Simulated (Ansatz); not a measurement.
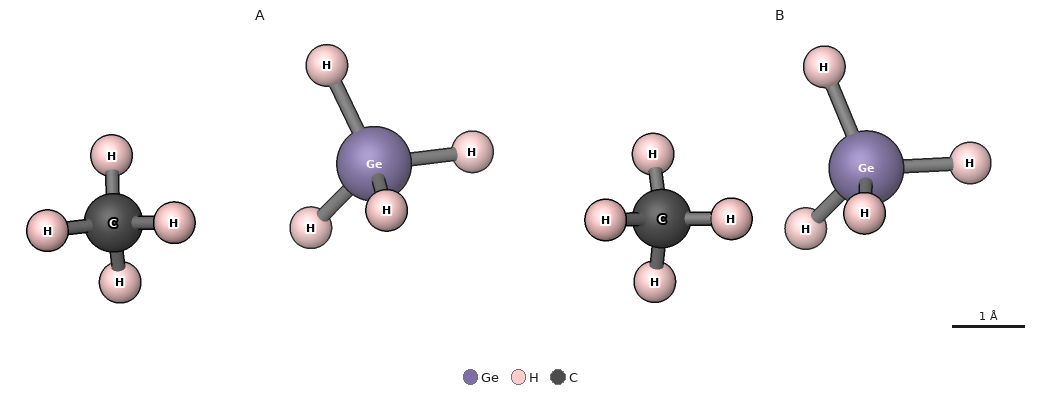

Two geometries of CH₈Ge, drawn at one scale. One is the start of a relaxation, the other its converged end. The picture is a ball-and-stick view, seen at a tilt.

Theory: RKS PBE0/def2-TZVP in Ansatz. (no spin polarisation; force threshold 0.03 eV/Å; at most 50 steps)

### Which geometry has the lower energy?

Structure A is the relaxed one. The run prepares an end point of a later path (reaction) calculation, from a guessed geometry. The atom that moves furthest after the best rigid fit is an H atom (0.66 Å). By element the largest moves are H 0.66 Å, C 0.44 Å, Ge 0.44 Å. Among the contacts that change: Ge–H 1.518 → 1.534 Å, C–H 1.083 → 1.090 Å, Ge–H 1.540 → 1.535 Å. The energy falls by 3.58 kcal/mol in 7 geometry steps. The largest force component goes from 0.39 to 0.016 eV/Å. The run took 15 s on 4 threads of Arm Neoverse N1, with other jobs on the host, peak memory 0.23 GiB.
